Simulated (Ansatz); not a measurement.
```xyz
9
charge 0, multiplicity 1
F     1.7744   -0.8673    0.5263
C     0.5674   -0.5949   -0.2058
F     0.6276   -1.2496   -1.4378
C     0.0430    0.9515   -0.2089
C    -0.7840   -0.2606    0.4397
H     0.5427    1.6707    0.4475
H    -0.3549    1.3173   -1.0909
H    -1.7497   -0.5906   -0.0438
H    -0.7093   -0.2794    1.5482
```

Geometry: atoms displaced at random (about 0.05 Å) from a stationary point of GFN2-xTB.

Work out the structure from the coordinates.

Formula C₃H₄F₂. SMILES: `FC1(F)CC1`. Independent rings (smallest set): 1 of 3 members. Among its groups: C–F bond.

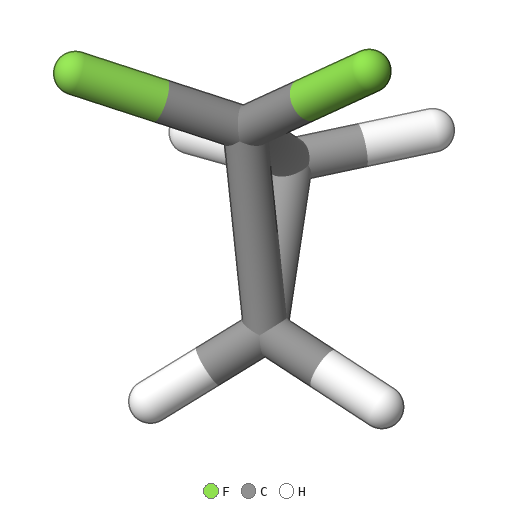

Source: calculation with Ansatz.
